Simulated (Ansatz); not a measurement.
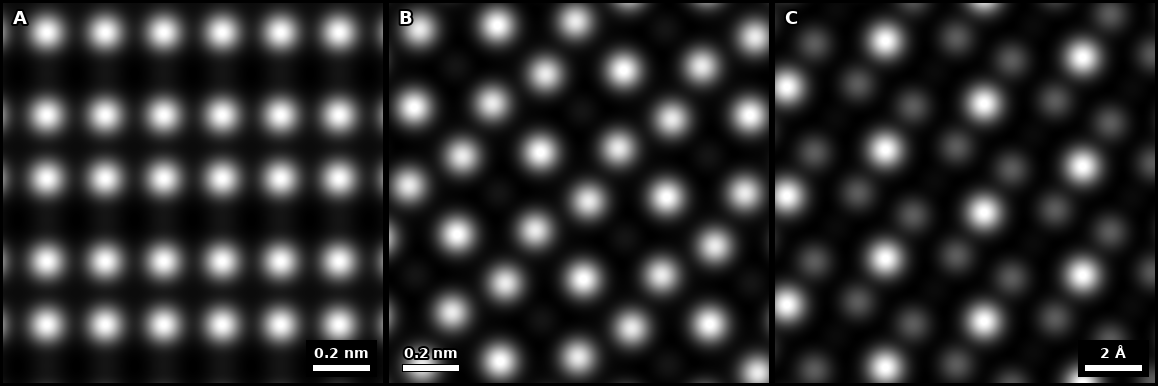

Three views of Lu₂AlSn₂ (Immm, No. 71) along different zone axes. Simulated incoherent Z contrast: every atom adds Z^1.6 spread by a probe of 0.94 Å full width; channelling and multiple scattering are left out. The probe carries 25 % of its weight in a tail 2.5 times as wide. The display is stretched by a gamma of 0.8; percentages refer to the linear signal. Structure: the geometry relaxed with DFT, PAW plane waves, r2scan in Ansatz; the starting structure was generated, so it need not be a known form of this composition.

Space group Immm (No. 71). a = 4.201 Å, b = 6.603 Å, c = 8.671 Å, α = 90.00°, β = 90.00°, γ = 90.00°
```
atom  site  symmetry       x       y       z
  Lu    4j       mm2  0.0000  0.5000  0.7847
  Sn    4h       m2m  0.5000  0.7198  0.0000
  Al    2a       mmm  0.0000  0.0000  0.0000
```

Question: Match the panels to the zone axes [001], [010] and [011].

Answer: A is [011]: projected cell 2.10 × 5.25 Å, 90°, plane group p2mm. B is [010]: projected cell 4.20 × 4.82 Å, 116°, plane group c2mm. C is [001]: projected cell 3.91 × 3.91 Å, 115°, plane group c2mm.
